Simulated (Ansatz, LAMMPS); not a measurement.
# Forces and charges in amorphous poly(p-phenylene) (as short chains C38H30) at 300 K (204 atoms)

What does DFT give for amorphous poly(p-phenylene) (as short chains C38H30) at 300 K (204 atoms) as built?

Method: Kohn-Sham DFT, PBE+D4, PAW (set soft_2), plane waves, in Ansatz 0.2.0.

## 1. The structure

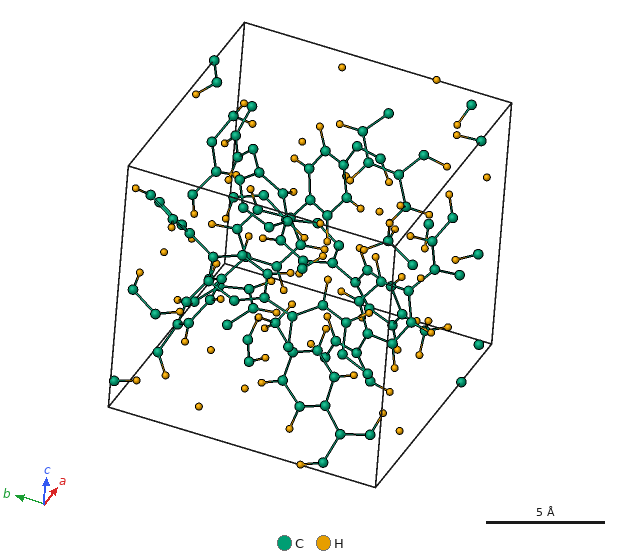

The cell as given, from a free direction (carbon teal, hydrogen orange). Bonds to atoms that aren't drawn are left out. Some periodic images of atoms are drawn too.

The cell holds 204 atoms: 114 C and 90 H. Its edges and angles: a = 12.399 Å, b = 12.399 Å, c = 12.399 Å, α = 90.0°, β = 90.0°, γ = 90.0°. 3 poly(p-phenylene) chains of 6 units with methyl end groups placed at random, at 1.27 g/cm³; overlaps pushed apart, then 20 ps at 800 K with MMFF94 bonds, angles, torsions, charges and radii (Halgren, J. Comput. Chem. 17, 490 (1996)) in harmonic and 12-6 forms. Snapshot after 30 ps at 300 K and fixed volume.

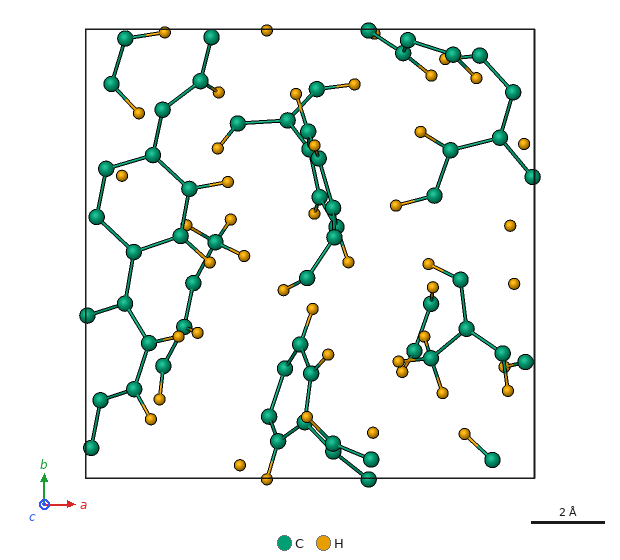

A slice 6 Å thick through the middle of the cell. Bonds to atoms that aren't drawn are left out.

What the set-up can't give: The network of contacts between molecules at the start is that of the classical potential that made the cell, and needn't be the one that DFT or experiment would give. The density was typed from a rule of thumb and may lie off the real one at this temperature. Only the Γ point is sampled, in a cell whose shortest periodic width is 12 Å.

## 2. How the cell was made

A classical potential supplies the starting structure, since it reaches far longer times than DFT.

This step: classical MD, MMFF94 bonds, angles, torsions, charges and radii (Halgren, J. Comput. Chem. 17, 490 (1996)) in harmonic and 12-6 forms; charges of ions scaled by 0.8 (LAMMPS 22 Jul 2025 - Update 4).

File in.lmp:

```
# amorphous poly(p-phenylene)
units real
atom_style full
boundary p p p
bond_style harmonic
angle_style harmonic
dihedral_style opls
improper_style harmonic
special_bonds lj 0 0 0.5 coul 0 0 0.75
read_data data.lmp
neigh_modify delay 0 every 1 check yes one 4000
comm_modify cutoff 12.0
timestep 0.5
thermo_style custom step time temp pe press density
thermo_modify norm yes
# push overlapping molecules apart
pair_style soft 2.6
pair_coeff * * 0.0
variable a equal ramp(1,60)
fix ad all adapt 1 pair soft a * * v_a
velocity all create 800 64418 mom yes dist gaussian
fix lim all nve/limit 0.03
fix lan all langevin 800 800 50 64419 zero yes
thermo 1000
run 3000 post no
unfix ad
pair_style lj/cut/coul/long 9.0
pair_modify mix arithmetic tail yes
pair_coeff 1 1 0.0678 3.3680   # C
pair_coeff 2 2 0.0678 3.5860   # C
pair_coeff 3 3 0.0216 2.5400   # H
kspace_style pppm 1.0e-4
thermo 100
minimize 1e-5 1e-3 300 3000
# [... 15 lines left out ...]
compute msd all msd com yes
thermo 7500
fix md all nvt temp 300 300 100
run 30000 post no
print "== T300: mean square displacement over the hold $(c_msd[4]:%.2f) A^2"
unfix md
uncompute msd
write_dump all custom T300.dump id type xs ys zs modify sort id
```

On the command line:

```sh
$ lmp -in in.lmp -log none -nocite
```

Numbers of over 12 decimals in the logs are rounded to 6 here.

The program printed:

```text
LAMMPS (22 Jul 2025 - Update 4)
Reading data file ...
  orthogonal box = (0 0 0) to (12.3985 12.3985 12.3985)
  204 atoms
  orthogonal box = (0 0 0) to (12.3985 12.3985 12.3985)
  219 bonds
  360 angles
  528 dihedrals
  108 impropers
   Step          Time           Temp          PotEng         Press         Density
         0   0              800            1.0916451     -34895.771      1.2719989
      1000   500            643.67015      2.9610377      29755.817      1.2719989
      2000   1000           649.21692      3.0411312      48461.022      1.2719989
      3000   1500           673.50872      3.2417687      59765.432      1.2719989
Loop time of 0.520415 s on 1 MPI rank(s) for 3000 steps with 204 atoms
PPPM initialization ...
  G vector (1/distance) = 0.25819824
  grid = 5 5 5
  estimated relative force accuracy = 2.3814501e-05
   Step          Time           Temp          PotEng         Press         Density
      3000   1500           673.50872      3.8908109      96026.789      1.2719989
      3100   1550           673.50872      1.012218       43574.371      1.2719989
      3200   1600           673.50872      0.93859641     38791.149      1.2719989
      3300   1650           673.50872      0.92283346     38304.662      1.2719989
Loop time of 0.612091 s on 1 MPI rank(s) for 300 steps with 204 atoms
[... 2 lines left out ...]
  Energy initial, next-to-last, final =
      3.89081088442365  0.922850240384033  0.922833458654548
  Force two-norm initial, final = 820.07801 3.4196817
  Iterations, force evaluations = 300 600
   Step          Time           Temp          PotEng         Press         Density
         0   0              800            0.92283346     40140.423      1.2719989
      1000   500            629.60888      2.8247388      30005.874      1.2719989
      2000   1000           673.09884      2.7761377      44147.45       1.2719989
Loop time of 1.45956 s on 1 MPI rank(s) for 2000 steps with 204 atoms
   Step          Time           Temp          PotEng         Press         Density
      2000   1000           673.09884      2.7761377      44147.45       1.2719989
[... 5 lines left out ...]
Loop time of 15.8832 s on 1 MPI rank(s) for 20000 steps with 204 atoms
   Step          Time           Temp          PotEng         Press         Density
[... 4 lines left out ...]
Loop time of 15.4312 s on 1 MPI rank(s) for 20000 steps with 204 atoms
   Step          Time           Temp          PotEng         Press         Density
[... 2 lines left out ...]
     52500   51500          328.49227      1.5504664      26983.288      1.2719989
     60000   59000          288.24357      1.5890691      18135.13       1.2719989
     67500   66500          335.09164      1.6523866      28421.092      1.2719989
     72000   71000          283.46591      1.522132       20053.7        1.2719989
Loop time of 22.2861 s on 1 MPI rank(s) for 30000 steps with 204 atoms
== T300: mean square displacement over the hold 0.59 A^2
```

Elapsed: 56 s, on 1 thread of Arm Neoverse V2, shared host; peak memory 0.13 GiB.

The input also reads data.lmp (atoms, bonds and types; not printed here).

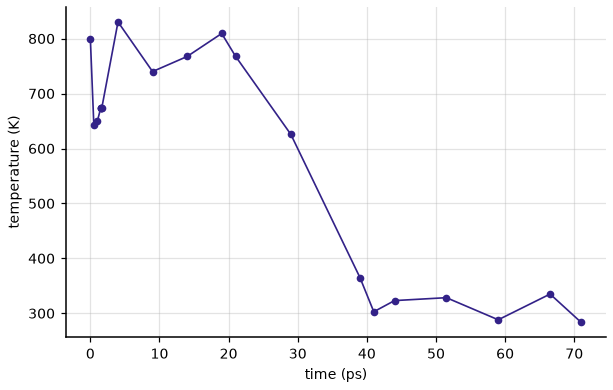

Temperature against time.

## 3. Plane-wave single point

One self-consistent run at the given positions yields energy and forces.

File input.yaml:

```yaml
crystal:
  lattice:
    - [12.3985, 0.0, 0.0]
    - [0.0, 12.3985, 0.0]
    - [0.0, 0.0, 12.3985]
  atoms:
    - { symbol: C, position: [0.25113, 0.12359, 0.8321] }
    - { symbol: C, position: [0.2262, 0.01742, 0.78295] }
    - { symbol: C, position: [0.13558, 0.96112, 0.81191] }
    - { symbol: C, position: [0.10552, 0.86142, 0.7627] }
    - { symbol: C, position: [0.1716, 0.82058, 0.67871] }
    - { symbol: C, position: [0.25601, 0.88422, 0.64228] }
    - { symbol: C, position: [0.28052, 0.98212, 0.6893] }
    - { symbol: C, position: [0.14991, 0.71953, 0.62679] }
    - { symbol: C, position: [0.2311, 0.64431, 0.61066] }
    - { symbol: C, position: [0.21158, 0.53924, 0.58012] }
    - { symbol: C, position: [0.10749, 0.50372, 0.55562] }
    - { symbol: C, position: [0.02468, 0.5817, 0.56673] }
    - { symbol: C, position: [0.04583, 0.68898, 0.59942] }
    - { symbol: C, position: [0.08781, 0.38871, 0.52835] }
    - { symbol: C, position: [0.14124, 0.30063, 0.57171] }
    - { symbol: C, position: [0.10818, 0.19809, 0.55388] }
    - { symbol: C, position: [0.03323, 0.17335, 0.47531] }
    - { symbol: C, position: [0.97978, 0.25856, 0.42306] }
    - { symbol: C, position: [0.00394, 0.36201, 0.4604] }
    - { symbol: C, position: [0.01247, 0.06715, 0.44208] }
    - { symbol: C, position: [0.90627, 0.04042, 0.41488] }
    - { symbol: C, position: [0.87816, 0.94119, 0.36662] }
    - { symbol: C, position: [0.9525, 0.85944, 0.35817] }
    - { symbol: C, position: [0.05777, 0.87799, 0.3923] }
    - { symbol: C, position: [0.08854, 0.97927, 0.44156] }
    - { symbol: C, position: [0.92294, 0.75819, 0.30841] }
    - { symbol: C, position: [0.81305, 0.73038, 0.2975] }
    - { symbol: C, position: [0.77714, 0.6293, 0.26769] }
    - { symbol: C, position: [0.85106, 0.54893, 0.24156] }
    - { symbol: C, position: [0.95954, 0.57282, 0.24143] }
    - { symbol: C, position: [0.99576, 0.67071, 0.28003] }
    - { symbol: C, position: [0.80631, 0.44233, 0.22343] }
    [... 166 atom lines left out ...]
    - { symbol: H, position: [0.76395, 0.47677, 0.65993] }
    - { symbol: H, position: [0.94076, 0.19431, 0.70602] }
    - { symbol: H, position: [0.07666, 0.29112, 0.81747] }
    - { symbol: H, position: [0.69723, 0.25957, 0.66794] }
    - { symbol: H, position: [0.75454, 0.31524, 0.54412] }
    - { symbol: H, position: [0.79538, 0.18925, 0.59489] }
kpoints:
  mp_grid: { grid: [1, 1, 1] }
hamiltonian:
  xc: pbe
  dispersion: d4
scf:
  occupations: { method: fixed }
output:
  forces: true
  stress: true
  populations: true
  dos:
    method: { smearing: { sigma: 0.15 } }
    de: 0.1
    projected: { site_lists: { C: [C], H: [H] } }
  eigenvalues: true
  write_density: true
  write_potential: true
  volumetric_format: npy
```

On the command line:

```sh
$ ansatz run input.yaml --threads 8 --pin off --max-ram 15872MiB --backend cpu --events-out ev --progress --plain --runs-dir out
```

The program printed:

```text
Engine: ansatz 0.2.0, aarch64-unknown-linux-gnu
Pseudopotentials: kind: paw
Pseudopotential: C, paw, valence charge 4, recommended cutoff 420 eV (normal), C.paw.azcp
Pseudopotential: H, paw, valence charge 1, recommended cutoff 420 eV (normal), H.paw.azcp
Functional definition: PBE
  parameter kappa = 0.804
  parameter beta = 0.066725
  exchange = pbe_x(kappa = kappa, mu = beta*pi^2/3)
  correlation = pbe_c(beta = beta)
Crystal: 204 atoms, lattice volume = 1905.932 Å³
Basis set: ecut = 420 eV, 37385 PW (Γ), exchange–correlation on 180×180×180 points (8 copies of the dense FFT grid, shifted against one another)
Bands: 477, of which v1, the nominal top of the filled ones, is band 273 counted from 1 (272 counted from 0)
Symmetry: 1 space group operations
Space group: P1 (ITA 1), of the structure as read, at distance tolerance 1.2e-4 Å
k-points: 1
Non-local potential: C, projectors of the file, l = 0: 2, l = 1: 2, l = 2: 1
Non-local potential: H, projectors of the file, l = 0: 2, l = 1: 1
PAW form: soft (Blöchl's): semilocal exchange-correlation on the pseudo side does not see the compensation charge
PAW one-centre angular grid: C, 110 points (default); XC on 64 Gauss nodes
PAW one-centre angular grid: H, 110 points (default); XC on 64 Gauss nodes
Initial density: superposition of atomic densities (neutral atoms: chi_scale 0, normalization atom), corrected by the library's trained network
Initial wavefunctions: pseudopotential atomic-orbital guess
Functional: x = pbe(κ = 0.804, μ = 0.219515), c = pbe(β = 0.066725)
SCF iter   1: F=—  HF=-30043.828137 eV  |F-HF|=—  |Δ(HF+E_count)|=         —  Δρ=4.07e-3  dr2=4.03e-1  ethr=1.77e-3  ⟨swp⟩=5.0  Hψ=1623  notcnv=0  defer=201
preconditioner: auto → Resta (q_TF=auto, 2.215 Å⁻¹)  ε∞=2.7  [insulator: Δε(μ)=2.488 eV  Ē_g=15.341 eV  n_scr=364 (ndim 8)  ℏωp=19.9 eV  f_vac=0.135  ε∞_Penn≈2.7]
SCF iter   2: F=—  HF=-30043.802232 eV  |F-HF|=—  |Δ(HF+E_count)|=   2.59e-2  Δρ=2.00e-3  dr2=6.76e-2  ethr=7.38e-5  ⟨swp⟩=3.0  Hψ=824  notcnv=0  defer=202
SCF iter   3: F=—  HF=-30043.816743 eV  |F-HF|=—  |Δ(HF+E_count)|=   1.45e-2  Δρ=7.37e-4  dr2=1.15e-2  ethr=1.24e-5  ⟨swp⟩=3.0  Hψ=459  notcnv=0  defer=202
SCF iter   4: F=—  HF=-30043.819965 eV  |F-HF|=—  |Δ(HF+E_count)|=   3.22e-3  Δρ=2.06e-4  dr2=1.26e-3  ethr=2.11e-6  ⟨swp⟩=2.0  Hψ=499  notcnv=0  defer=202
SCF iter   5: F=—  HF=-30043.820405 eV  |F-HF|=—  |Δ(HF+E_count)|=   4.40e-4  Δρ=8.71e-5  dr2=2.22e-4  ethr=2.30e-7  ⟨swp⟩=2.0  Hψ=543  notcnv=0  defer=202
SCF iter   6: F=—  HF=-30043.820503 eV  |F-HF|=—  |Δ(HF+E_count)|=   9.76e-5  Δρ=3.12e-5  dr2=2.52e-5  ethr=4.06e-8  ⟨swp⟩=2.0  Hψ=508  notcnv=0  defer=201
SCF iter   7: F=—  HF=-30043.823667 eV  |F-HF|=—  |Δ(HF+E_count)|=   3.16e-3  Δρ=1.04e-5  dr2=3.18e-6  ethr=4.62e-9  ⟨swp⟩=2.0  Hψ=658  notcnv=0  defer=201
SCF iter   8: F=—  HF=-30043.823667 eV  |F-HF|=—  |Δ(HF+E_count)|=   4.84e-7  Δρ=3.67e-6  dr2=3.38e-7  ethr=5.83e-10  ⟨swp⟩=2.0  Hψ=532  notcnv=0  defer=201
SCF iter   9: F=-30043.823667 eV  HF=-30043.823667 eV  |F-HF|=2.90e-9  |Δ(HF+E_count)|=   1.48e-7  Δρ=1.24e-6  dr2=4.36e-8  ethr=1.83e-11  ⟨swp⟩=24.0  Hψ=4760  notcnv=0
SCF 1 converged in 9 iterations: F = -30043.823667 eV  dr2 = 4.36e-8
  greatest PAW one-centre occupation: 0.701 electrons in one spin orbital (limit 2), on the C atom at site 90 (counted from 0), in its partial waves of l = 0
WARN: The input density's exchange-correlation potential varies sharply where the density is thin. Do not read a vacuum level from v_tot or v_xc, or from such a field of the output density. On a cell that repeats whose density bears no net charge and no dipole along the vacuum's axis use v_es (v_loc + v_h of the components); [...]
SCF converged after 9 iterations
Free energy (F): -30043.823667 eV
Harris-Foulkes:  -30043.823667 eV  (|F-HF|=2.90e-9)
Internal energy: -30043.823667 eV  (E = F + TS)
E sigma→0 (E₀):  -30043.823667 eV
Fermi energy:    1.567890 eV
--- Per-component energies (eV) ---
  E_band       = -3169.447205
  E_kinetic    = 11673.601658
  E_local      = -30984.174318  (includes V_loc(G=0)·N_el)
  E_nonlocal   = 3302.957373
  E_hartree    = 10760.953989
  E_xc         = -6296.370127
  E_vxc        = -7833.291985  (∫ρ·V_xc dr)
  E_paw        = -11386.007321  (= ΣΔE_a)
  E_vpaw       = -850.319464  (= ΣTr[D̂ρ^β])
  E_aug_tail   = -0.124559  (compensation charges beyond the density's cutoff)
  E_ewald      = -7098.200220
  E_disp       = -16.460141  (pairwise vdW)
  E_smearing   = -0.000000  (= −TS)
  E_closure    = 0.000000  (closes the sum)
  Σ components = -30043.823667   (vs F -30043.823667, Δ=0.00e0)
--- Forces (eV/Å), atoms counted from 1 ---
  atom   1  C      0.50720988    -0.34201637     1.78758032
  atom   2  C      0.18952099     0.42536680    -1.73981441
  atom   3  C     -0.28622914    -2.33301294    -1.41288632
  atom   4  C      2.23513056     2.21655222    -0.55499166
  atom   5  C     -0.82458634     0.74953144     0.94146658
  atom   6  C      0.29638380     0.21100148    -0.40434011
  atom   7  C     -0.03496801    -0.41959910     0.86218014
  atom   8  C     -0.43048496    -0.60232377     0.01560718
  atom   9  C      2.06447454    -0.48918701     0.63684015
  atom  10  C     -0.09504856    -0.79327695    -0.64092307
  atom  11  C     -0.22736481     0.09486944     0.65037465
  atom  12  C      1.28094735     0.67969355    -0.38070526
  atom  13  C     -0.98662974    -1.47116604    -0.34811863
  atom  14  C     -0.70011155     0.59286403     0.19361032
[...]
atom 203  H     -0.57739452    -0.35283805    -0.02612325
  atom 204  H      0.64040701    -1.23418294    -0.27548648
  max |Σ_I F_I| component: 5.34e-5 eV/Å
--- Stress (GPa, compression-positive) ---
        4.671929       1.525313       1.716996
        1.525311       4.554095       0.579807
        1.716998       0.579809       4.972893
  P = ⅓ Tr σ = 4.7330 GPa (47.330 kbar)
--- Band table (eV) ---
  k-point 0: bands = ["-15.8719", "-15.6927", "-15.6138", "-15.5723", [... 461 levels ...], "12.8796", "12.8951", "12.9554", "13.0166", "13.0288", "13.0479", "13.0673", "13.1398", "13.1536", "13.1716", "13.2114", "13.2424"]
--- Löwdin populations: 204 sites ---
  site symbol       q [e]
     0      C      4.4211
     1      C      3.9434
     2      C      4.1455
[...]
203      H      0.7972
  spilling = 0.011169 (of n_electrons = 546.000000)
```

Wall time 26 s (8 threads of Arm Neoverse V2, shared host); peak memory 2.7 GiB; 3.2 min of CPU time.

The program notes that the exchange-correlation potential is rough where the density is thin.

Read from the output:

```yaml
free_energy: -30043.8237 eV
free_energy_per_atom: -147.2736 eV/atom
scf_cycles: 9
pressure: 4.733 GPa
r_m_s_force_component: 0.9383 eV/Å
longest_force: 3.713 eV/Å
fermi_energy: 1.568 eV
spacing_of_highest_filled_and_lowest_empty_level: 2.391 eV
spilling_of_the_projection: 0.01117
```

Neighbours are counted within 1.85 Å (C-C), 1.34 Å (C-H).

Length of the force by element and coordination:

```csv
element,coordination,atoms,mean length of the force (eV/Å),spread,least,most
C,all,114,1.79,0.803,0.309,3.71
C,3,108,1.80,0.811,0.309,3.71
C,4,6,1.49,0.560,0.930,2.42
H,all,90,0.937,0.496,0.201,2.15
```

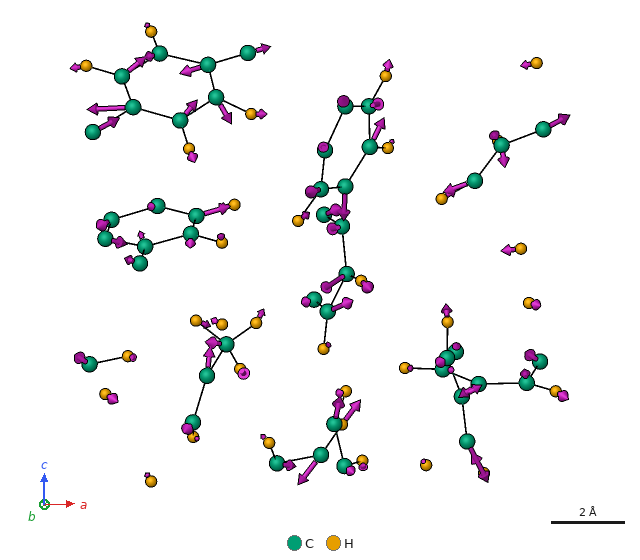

Forces as arrows; the longest in the cell is 3.71 eV/Å. Drawn is a slice 4 Å thick, seen along the normal of the ac plane. Bonds to atoms that aren't drawn are left out.

Löwdin charges by element and coordination (they lack the spilled electrons, 0.030 e an atom on average):

```csv
element,coordination,atoms,mean charge (e),spread,least,most
C,all,114,-0.0927,0.116,-0.467,0.07
C,3,108,-0.0725,0.0808,-0.160,0.07
C,4,6,-0.455,0.0153,-0.467,-0.421
H,all,90,0.185,0.0119,0.154,0.214
```

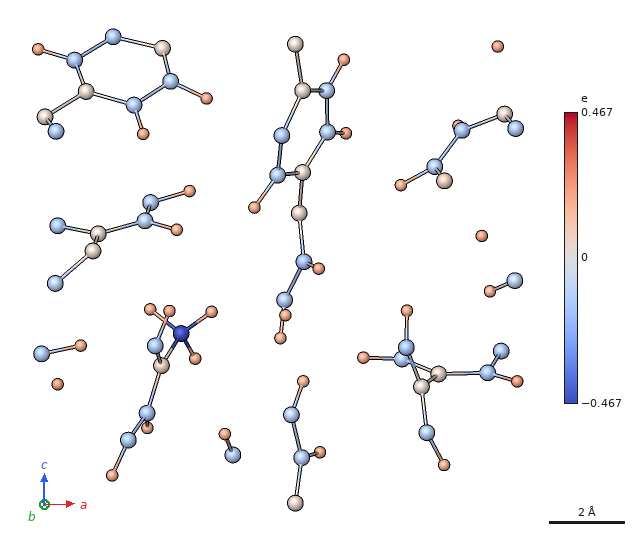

Atoms coloured by Löwdin charge. Drawn is a slice 4 Å thick, seen along the normal of the ac plane. Bonds to atoms that aren't drawn are left out.

Density of states as counts of states in windows of 1 eV (from the Fermi level), total and the larger projections:

```csv
from (eV),to (eV),total,C p,H s,C s
-10,-9,34.5,19.5,5.1,9.4
-9,-8,17.1,12.0,3.2,1.5
-8,-7,16.9,12.5,2.5,1.7
-7,-6,51.4,37.9,8.7,4.1
-6,-5,72.7,53.4,15.3,3.2
-5,-4,48.5,39.1,8.1,0.9
-4,-3,58.9,48.0,10.1,0.5
-3,-2,27.3,22.9,4.0,0.2
-2,-1,45.0,43.9,0.7,0.3
-1,0,18.3,17.8,0.3,0.1
0,1,1.4,1.4,0.0,0.0
1,2,0.0,0.0,0.0,0.0
2,3,8.2,7.7,0.1,0.1
3,4,43.7,39.3,1.1,0.6
4,5,20.3,14.4,2.4,1.0
```

With fixed occupations the program's Fermi level is the highest filled level; weight inside the gap is the broadening of levels at its edges.

Between -18 and -10 eV lie 154 more states.

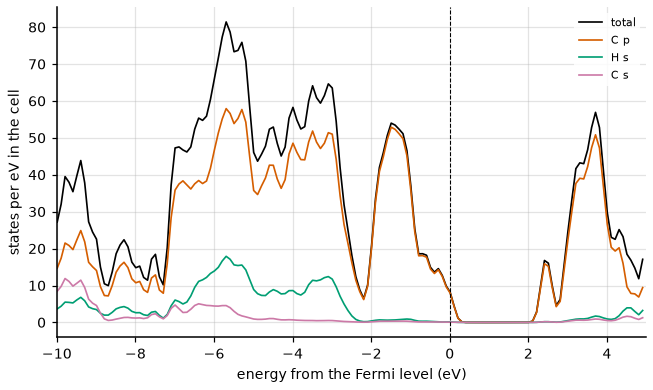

Total and projected density of states, with the broadening of the input.

The levels nearest the highest filled one (over half full), pooled over k-points and spins:

```csv
level less the highest filled one (eV),occupation
-0.674,2
-0.623,2
-0.490,2
-0.313,2
-0.216,2
0,2
2.39,0
2.43,0
2.57,0
2.97,0
2.97,0
3.09,0
```

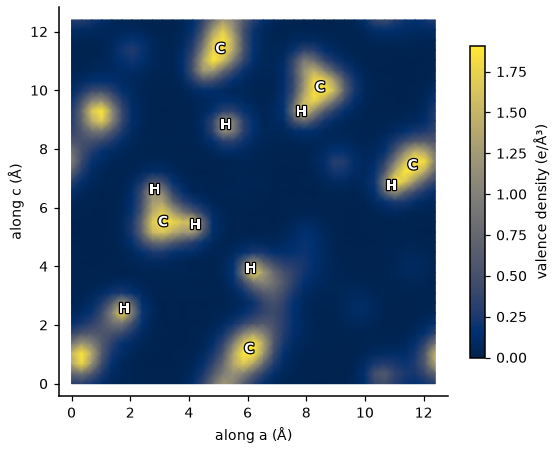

Valence density in the ac plane at fractional y = 0.131, with atoms of C and H within 0.2 Å of it. It is the smooth field of the valence electrons, not physical close to the nuclei. The map starts off the cell's origin, so that atoms lie inside it.

[end of part 1 of 2]

[Logs are printed without paths, hosts, clocks, repeated set-up lines and the standing remarks that a program may print on its own settings, such as how far it seeks lower states.]

[Hosts, paths, dates, database ids (printed as entryN), source tags and the programs' standing remarks are cut or masked in the printed files.]

[The MMFF94 radii named for the starting cell were scaled by 0.96; in molecules described by MMFF94, hydrogen bound to N, O or S took a small fixed 12-6 site in their place.]
